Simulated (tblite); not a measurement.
# Ca10S10 (2x2x5 CaS rock-salt block): the cost of one run

Computed with tblite 0.8.0 and PySCF 2.14.0 and routines of our own; the level stands in each step. Atoms count from 0.

### Step 1. The starting structure

20 atoms, charge 0, multiplicity 1; geometry from: force field, distance geometry or constructed start.

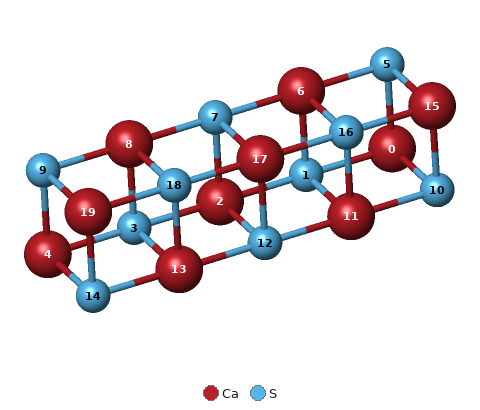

The starting geometry (calcium red, sulfur blue); sticks join atoms by distance alone.

### Step 2. Relaxing the molecule with GFN2-xTB

Job settings and geometry (Å):

```
{"job": {"kind": "relax", "xc": "GFN2-xTB", "basis": "xTB"}, "charge": 0, "multiplicity": 1}
Ca    -1.374900    -1.381600    -5.520900
S     -1.383000    -1.377200    -2.766500
Ca    -1.374600    -1.382100     0.001000
S     -1.380500    -1.375400     2.753500
Ca    -1.380800    -1.381000     5.522700
S     -1.383100     1.379300    -5.521900
Ca    -1.379700     1.381500    -2.762900
S     -1.376400     1.382500     0.001500
Ca    -1.377100     1.377700     2.759300
S     -1.382600     1.379000     5.520900
S      1.377700    -1.381000    -5.521400
Ca     1.377300    -1.381800    -2.759600
S      1.376400    -1.379100     0.005000
Ca     1.382000    -1.380400     2.757000
S      1.377600    -1.374700     5.519500
Ca     1.377900     1.380400    -5.513000
S      1.380200     1.381700    -2.758700
Ca     1.378700     1.376400    -0.001000
S      1.379200     1.381600     2.762200
Ca     1.382600     1.380700     5.522000
```

Launch:

```
$ OMP_NUM_THREADS=2 python large_run.py task.json out
```

The driver reads the jobs from task.json and runs them one after another.

Q: Estimate the wall time and peak memory of this first job on 2 threads of Arm Neoverse V1, shared host.

About 3 s, with a peak of 0.16 GiB.
